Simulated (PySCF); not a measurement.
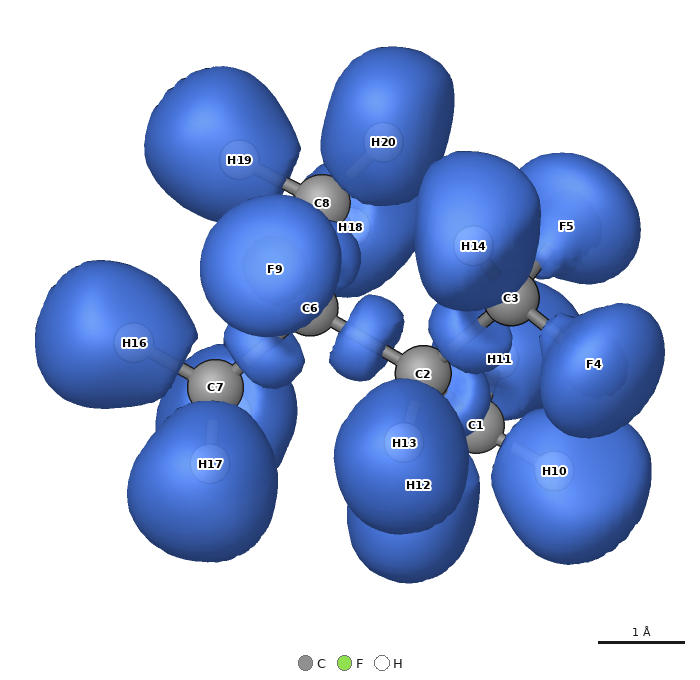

Figure 1: C$_{6}$H$_{11}$F$_{3}$. Isosurface of the electron localisation function at 0.75 (blue), seen at a tilt. Core shells and regions of very low density are left out.

Geometry: GFN2-xTB.

Computed with PySCF, PBE0/pcSseg-1, SCF density, gas phase, non-relativistic.

```xyz
20

C     1.0927   -0.7064    1.1880
C     0.6720    0.4550    0.2908
C     1.6769    0.6269   -0.8512
F     2.8487    1.1091   -0.3654
F     1.9886   -0.5500   -1.4479
C    -0.7708    0.3527   -0.2480
C    -1.7979    0.4121    0.8781
C    -1.0159   -0.8406   -1.1620
F    -0.9633    1.5082   -1.0213
H     2.1098   -0.5378    1.5346
H     1.0721   -1.6454    0.6416
H     0.4423   -0.7814    2.0542
H     0.7311    1.3897    0.8613
H     1.3295    1.3203   -1.6306
H    -1.7937   -0.5117    1.4470
H    -2.7870    0.5557    0.4498
H    -1.5877    1.2477    1.5413
H    -0.8664   -1.7678   -0.6188
H    -2.0397   -0.8080   -1.5272
H    -0.3463   -0.8177   -2.0171
```

> Identify the bonds, lone pairs and shells in this picture.

The ELF exceeds this value in five regions between bonded C–C atoms (shared pairs), eleven regions around hydrogen nuclei and three regions on F in which the atom's valence shell and bonds are merged. Profiles from the grid: C–F (1.36 Å): the ELF peaks at about 0.85 between the atoms; a shared but strongly polarised pair. C–C (1.52 Å): the ELF peaks at about 0.95 between the atoms, as expected for a covalent bond.
